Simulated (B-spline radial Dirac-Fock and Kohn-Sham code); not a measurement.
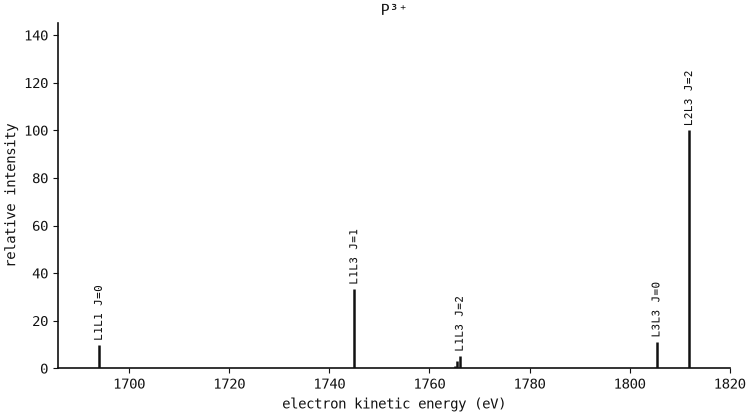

Fig. 1. The Auger multiplet of a K hole with both final holes in L123, lines labelled by the leading pair of holes and J, as sticks. Kinetic energies count from the vacuum level; very weak lines are left out. Lines are named by their largest jj component, which in light atoms can differ from the customary names. It refers to phosphorus in charge state +3 (P³⁺), configuration [Ne] 3s2, inside a Watson sphere of charge −3 and radius 2 Å that stands in for a crystal. The calculation used Dirac–Fock ΔSCF energies in intermediate coupling of the two holes, Coulomb rates, valence shells as spectators (a B-spline radial atomic code).

The strongest line is K-L2L3 J=2 at 1.8119 keV (61 % of the multiplet), followed by K-L1L3 J=1 at 1.7450 keV (20 %), K-L3L3 J=0 at 1.8054 keV (6.8 %), K-L1L1 J=0 at 1.6940 keV (6.0 %). The lines shown span 1.694 keV to 1.812 keV.
